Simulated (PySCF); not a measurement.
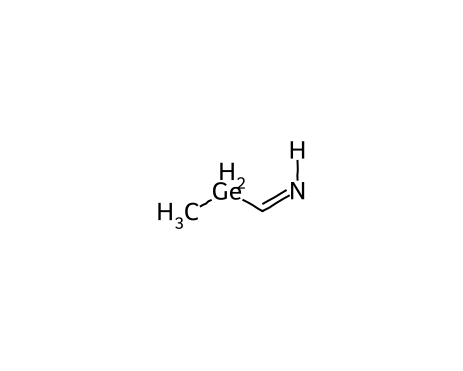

Structural formula above. The geometry was computed by an optimisation with PBE0-D3(BJ)/def2-SVP. No frequency run is at hand to confirm it as a minimum.

Describe the 3D structure.

Formula C₂H₇GeN. As SMILES it reads `[H]/N=[CH]\[GeH2][CH3]`. Among its groups: imine. The point group is C1. Coordination: 1 C tetrahedral; 1 Ge tetrahedral; 1 C trigonal planar; 1 N bent.

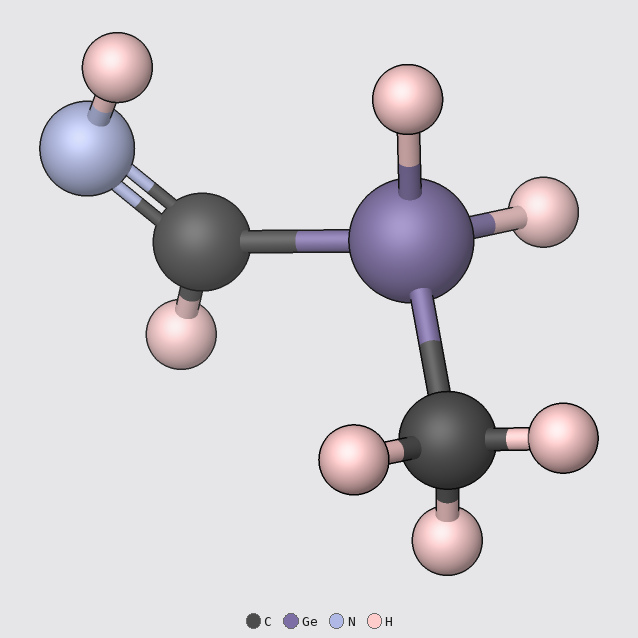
